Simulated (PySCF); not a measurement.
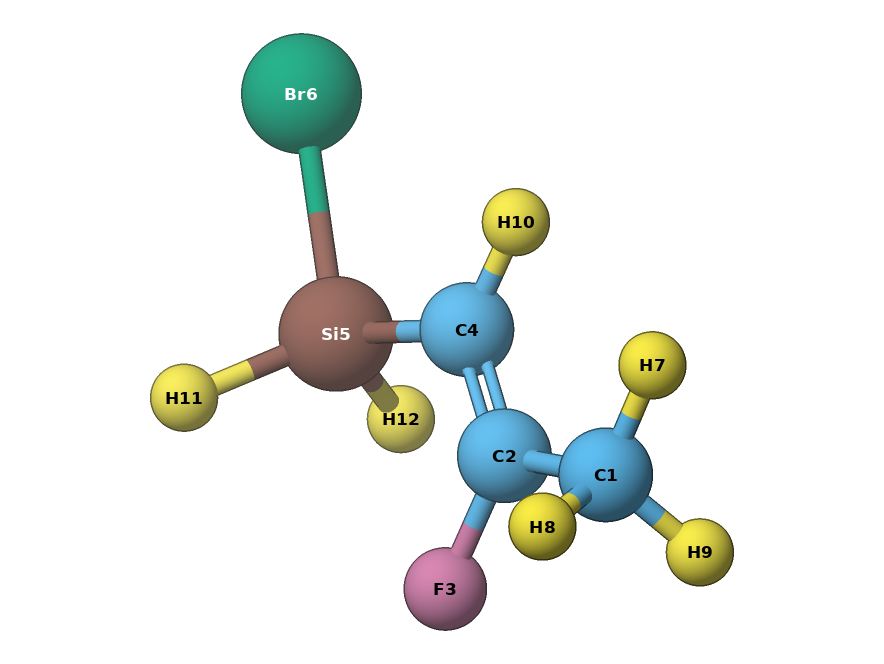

Computed geometry: PBE0-D3(BJ)/def2-SVP optimisation. No frequency run is at hand to confirm it as a minimum. Method: delta-SCF UKS SCAN, pcX-2 on the ionised atom, pcseg-1 elsewhere, spin-free X2C (PySCF 2.14.0).

Give the core-electron binding energies (to vacuum; p and d levels without spin–orbit splitting) of C1 1s, C2 1s, F3 1s, C4 1s, Si5 1s, Si5 2p.

| atom | level | binding energy (eV) |
| --- | --- | --- |
| C1 | 1s | 291.6 |
| C2 | 1s | 293.2 |
| F3 | 1s | 693.2 |
| C4 | 1s | 290.1 |
| Si5 | 1s | 1847.4 |
| Si5 | 2p | 107.7 |
